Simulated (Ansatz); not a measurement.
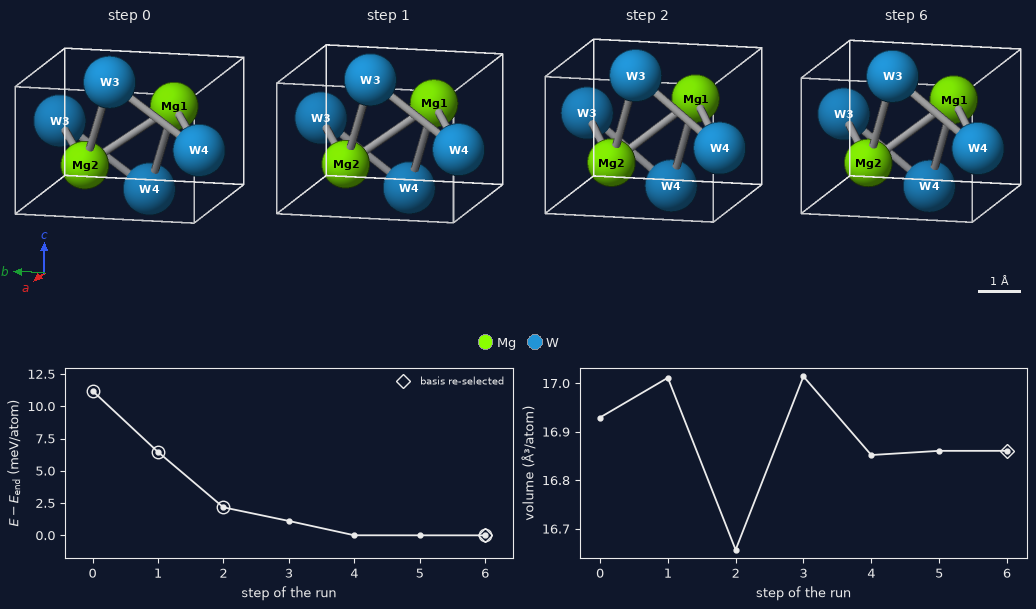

Frames of a relaxation of solid MgW (set up in Pmma), marked on the history of the run. The picture is a ball-and-stick view of the cell of the calculation, seen from a free direction.

All numbers below come from DFT r2SCAN, scalar-relativistic, plane waves, PAW (Ansatz 0.2.0).

Input file:
```yaml
crystal:
  lattice:
    - [4.8345919029, 0.0, 0.0172137665]
    - [0.0, 4.4643304643, 0.0]
    - [-0.0111799104, 0.0, 3.1374778013]
  atoms:
    - { symbol: Mg, position: [0.5, 0.250070295, 0.75] }
    - { symbol: Mg, position: [0.5, 0.749929705, 0.25] }
    - { symbol: W, position: [0.0, 0.7503504001, 0.75] }
    - { symbol: W, position: [0.0, 0.2496495999, 0.25] }
basis:
  ecutwfc: 500
kpoints:
  mp_grid: { grid: [10, 10, 14] }
hamiltonian:
  xc: r2scan
scf:
  occupations: { method: gaussian, width: 0.1 }
output:
  forces: true
  stress: true
  eigenvalues: true
relax:
  adjacent_minimum: "off"
  f_tol: 0.005
  max_steps: 80
  cell: { stress_tol: 0.05 }
```

Run as
```bash
ansatz run input.yaml --threads 1 --pin off --max-ram 2560MiB --backend cpu --events-out ev --progress --plain --runs-dir out
```

**Describe the path.**

No atom moves by more than 0.005 Å relative to the cell. Cell: a 4.835 → 4.731 Å (−2.1 %), b 4.464 → 4.266 Å (−4.4 %), c 3.137 → 3.342 Å (+6.5 %). Volume −0.4 %. Some distances before and after: W3–W3 3.137 → 3.342 Å, W3–W4 2.731 → 2.709 Å, Mg1–Mg2 2.728 → 2.709 Å, Mg1–W4 2.882 → 2.896 Å. The space group stays Cmmm (No. 65). After 5 accepted moves (6 points after the start) the energy has fallen by 11.2 meV per atom. Largest force component: 0.027 eV/Å at the start, 0.00032 eV/Å at the end. The pressure goes from 0.27 to 0.02 GPa. At 1 point the geometry stayed and the basis and grid were re-selected for the new cell (energy shift of less than 0.05 meV per atom at most each time). Cost: 6.3 min on 1 thread of Arm Neoverse V2 (shared host), peak memory 0.89 GiB. From step 0 to 1: volume +0.5 %, energy −4.7 meV per atom. From step 1 to 2: volume −2.1 %, energy −4.3 meV per atom. From step 2 to 6: volume +1.2 %, energy −2.2 meV per atom.

```csv
step,"E − E(0), meV/atom","largest force component, eV/Å","pressure, GPa","volume, Å³/atom",note
0,0.00,0.0272,0.27,16.929,
1,-4.73,0.0088,-0.99,17.011,
2,-9.02,0.0304,1.95,16.657,
3,-10.08,0.0041,-1.11,17.014,
4,-11.19,0.0020,0.11,16.852,
5,-11.19,0.0004,0.02,16.861,
6,-11.19,0.0003,0.02,16.861,"same geometry, new basis"
```
